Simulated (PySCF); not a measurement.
**BF: relaxation and vibrations of the singlet**

Where does singlet BF go from a linear start, is the end point a minimum, and what are its modes, charges and moments?

Program: PySCF 2.14.0. Level of theory: PBE, basis B def2-SVP, F def2-SVP, no relativity, density fitting. These are calculated values, not measurements.

## (1) The starting structure

2 atoms, charge 0, spin multiplicity 1.

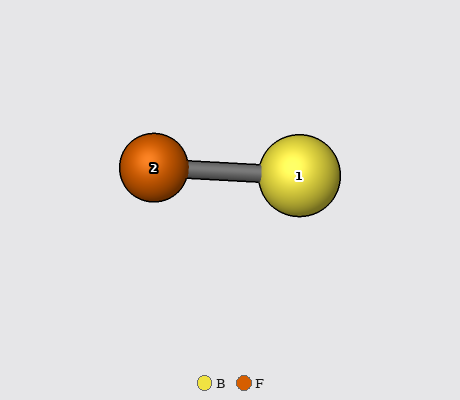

The starting geometry (boron yellow, fluorine orange); atoms are numbered from 1 in the order of the file.

```xyz
2
charge 0 multiplicity 1
B     0.0000    0.0000    0.0000
F     0.0000    0.0000    1.5650
```

## (2) Finding the electronic state

The steps below are one call of a driver around PySCF. For each, scf.py gives the equivalent set-up of the SCF; relaxations use the driver's own optimiser. After this first run the driver tries any further starts and a stability analysis.

scf.py reads:

```python
from pyscf import gto, scf, dft
mol = gto.M(atom='''
B      0.000000     0.000000     0.000000
F      0.000000     0.000000     1.565000''',
    basis={'B': 'def2-SVP', 'F': 'def2-SVP'},
    charge=0, spin=0)
mf = dft.RKS(mol, xc='PBE')
mf.grids.atom_grid = (50, 194)
aux = {'B': 'def2-universal-JKFIT', 'F': 'def2-universal-JKFIT'}
mf = mf.density_fit(auxbasis=aux)
mf.conv_tol = 1e-08
mf.diis_space = 10
mf.max_cycle = 60
mf.init_guess = 'minao'
mf.verbose = 4
mf.kernel()
```

Command:

```console
$ OMP_NUM_THREADS=2 python axn.py task.json out
```

Standard output:

```text
init E= -124.283228716937
  HOMO = -0.258573734365572  LUMO = -0.0928624088459379  gap/eV = 4.50923
cycle= 1 E= -124.310358282429  delta_E= -0.0271  |g|= 0.592  |ddm|= 1.14
  HOMO = -0.249760647319619  LUMO = -0.10120065669678  gap/eV = 4.04252
cycle= 2 E= -121.825530810691  delta_E= 2.48  |g|= 3.62  |ddm|= 2.02
  HOMO = -0.266913507398171  LUMO = -0.116555022159794  gap/eV = 4.09146
cycle= 3 E= -124.377427246631  delta_E= -2.55  |g|= 0.191  |ddm|= 1.65
  HOMO = -0.279896193539283  LUMO = -0.123412167225904  gap/eV = 4.25815
cycle= 4 E= -124.381914234373  delta_E= -0.00449  |g|= 0.0666  |ddm|= 0.111
  HOMO = -0.273383683380097  LUMO = -0.118285911454943  gap/eV = 4.22043
cycle= 5 E= -124.383011887345  delta_E= -0.0011  |g|= 0.0125  |ddm|= 0.0551
  HOMO = -0.273405942908413  LUMO = -0.117939841007073  gap/eV = 4.23045
cycle= 6 E= -124.383041973384  delta_E= -3.01e-05  |g|= 0.00142  |ddm|= 0.00715
  HOMO = -0.273426861702731  LUMO = -0.117968675535997  gap/eV = 4.23023
cycle= 7 E= -124.383042338281  delta_E= -3.65e-07  |g|= 5.98e-05  |ddm|= 0.000791
  HOMO = -0.273406238627208  LUMO = -0.117950549221071  gap/eV = 4.23016
cycle= 8 E= -124.383042339074  delta_E= -7.92e-10  |g|= 6.29e-06  |ddm|= 9.71e-05
  HOMO = -0.273407503755951  LUMO = -0.117951470456687  gap/eV = 4.23017
Extra cycle  E= -124.383042339006  delta_E= 6.8e-11  |g|= 1.95e-05  |ddm|= 1.89e-05
converged SCF energy = -124.383042339006
```

This step, with its further starts and checks, took 0.6 s on 2 threads of Arm Neoverse V1, shared host.

No lower closed-shell solution turned up in the test of internal stability.

## (3) Relaxing the singlet from the linear start

The program finds C∞v symmetry in the start, which this walk keeps. Threshold on the gradient: 0.0003 Eh/bohr, with a further test on the energy change.

Edit scf.py of step 2 so:

```diff
@@ -3,2 +3,2 @@
-B      0.000000     0.000000     0.000000
-F      0.000000     0.000000     1.565000''',
+B     -0.000000     0.000000    -0.990829
+F      0.000000    -0.000000     0.574171''',
@@ -14 +13,0 @@
-mf.init_guess = 'minao'
```

Steps of the walk:

| step | energy (Eh) | change (kJ/mol) | largest symmetric gradient (Eh/bohr) |
| --- | --- | --- | --- |
| 0 | -124.383042 | 0.00 | 0.10993 |
| 1 | -124.423750 | -106.88 | 0.01848 |
| 2 | -124.424119 | -107.85 | 0.00289 |
| 3 | -124.424128 | -107.87 | 0.00022 |
| 4 | -124.424128 | -107.87 | 0.00002 |

The walk took 0.8 s.

Positions (Å) and forces (eV/Å) along the way:

```
step 0
B    0.000   0.000  -0.991   0.000   0.000   5.653
F    0.000   0.000   0.574   0.000   0.000  -5.653
step 1
B    0.000   0.000  -0.856   0.000   0.000   0.950
F    0.000   0.000   0.440   0.000   0.000  -0.950
step 2
B    0.000   0.000  -0.847   0.000   0.000   0.148
F    0.000   0.000   0.431   0.000   0.000  -0.148
step 3
B    0.000   0.000  -0.846   0.000   0.000  -0.011
F    0.000   0.000   0.429   0.000   0.000   0.011
step 4
B    0.000   0.000  -0.846   0.000   0.000  -0.001
F    0.000   0.000   0.429   0.000   0.000   0.001
```

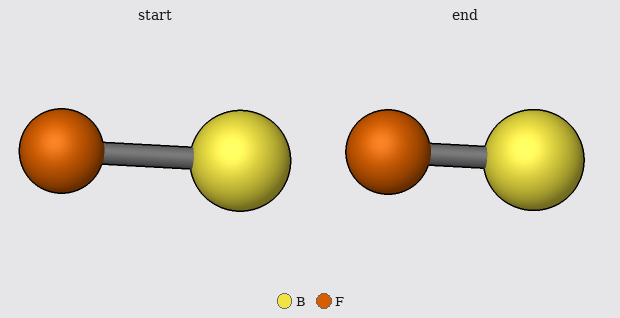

The geometry along the walk, at one scale.

It settles in C∞v symmetry, 107.9 kJ/mol below the start, after 4 steps: B–F 1.275 Å.

## (4) Is it a minimum? Harmonic modes

On the finer grid the gradient is checked again; gradients at displacements of ±0.02 bohr then give force constants and infrared intensities.

Edit scf.py of step 3 so:

```diff
@@ -3,2 +3,2 @@
-B     -0.000000     0.000000    -0.990829
-F      0.000000    -0.000000     0.574171''',
+B     -0.000000    -0.000000    -0.806994
+F      0.000000     0.000000     0.467641''',
@@ -8 +8 @@
-mf.grids.atom_grid = (50, 194)
+mf.grids.atom_grid = (75, 302)
@@ -11 +11 @@
-mf.conv_tol = 1e-08
+mf.conv_tol = 1e-10
```

The driver hands on the density of the step before, so the log starts near convergence.

SCF at the final geometry:

```text
init E= -124.424174932983
  HOMO = -0.243060998343112  LUMO = -0.0752177322390219  gap/eV = 4.56725
cycle= 1 E= -124.424174932983  delta_E= 3.69e-13  |g|= 1.25e-06  |ddm|= 1.15e-06
  HOMO = -0.24306087241912  LUMO = -0.0752176995878176  gap/eV = 4.56725
Extra cycle  E= -124.424174932982  delta_E= 1.02e-12  |g|= 2.88e-06  |ddm|= 2.32e-06
converged SCF energy = -124.424174932982
```

The whole step took 1.3 s.

Geometry: C∞v; B–F 1.275 Å.

Harmonic modes (main isotopes):

```json
{"symmetry": "σ+", "ω (cm⁻¹)": "1374", "IR (km/mol)": "124"}
```

No imaginary mode, so this is a minimum.

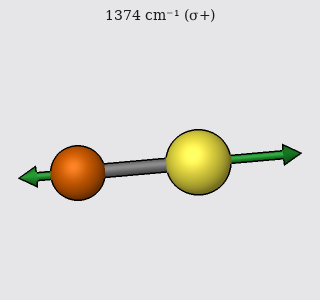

Displacements of 1 of the modes, as arrows (one member where a mode is degenerate).

Constants and moments:

```
Dipole moment                                                   : 1.27 D
Highest occupied level                                          : -6.61 eV
Lowest empty level                                              : -2.05 eV
Rotational constants                                            : 1.489 cm⁻¹
Zero-point energy                                               : 8.2 kJ/mol
Principal polarisabilities                                      : 16.4, 18.3, 18.3 bohr³
Principal traceless quadrupole moments about the centre of mass : -3.58, 1.79, 1.79 D Å
Entropy at 298.15 K and 1 bar                                   : 200.7 J/(mol K)
Heat capacity Cp at 298.15 K                                    : 29.6 J/(mol K)
Enthalpy at 298.15 K above 0 K                                  : 8.70 kJ/mol
Rotational symmetry number                                      : 1
```

Populations by atom (charges in e):

| atom | Mulliken | Löwdin | polar tensor | Mayer order to B1 |
| --- | --- | --- | --- | --- |
| B1 | -0.06 | -0.18 | 0.18 | – |
| F2 | 0.06 | 0.18 | -0.18 | 1.63 |

Mulliken populations on B1: s 3.86, p 1.09, d 0.11.

## (5) Outcome

| quantity | value |
| --- | --- |
| minimum | singlet, C∞v |
| geometry | B–F 1.275 Å |
| wavenumbers (cm⁻¹) | 1374 (σ+) |
| dipole moment | 1.27 D |
| highest occupied, lowest empty level | -6.61, -2.05 eV |
| polar-tensor charge of B1 | +0.18 e |
| zero-point energy | 8.2 kJ/mol |
| entropy at 298.15 K | 200.7 J/(mol K) |

The linear start keeps its C∞v symmetry and ends in a minimum. The strongest infrared band lies at 1374 cm⁻¹ (σ+). Other starts or spin states, not run here, may lie lower.

The search up to here took 2.8 s.
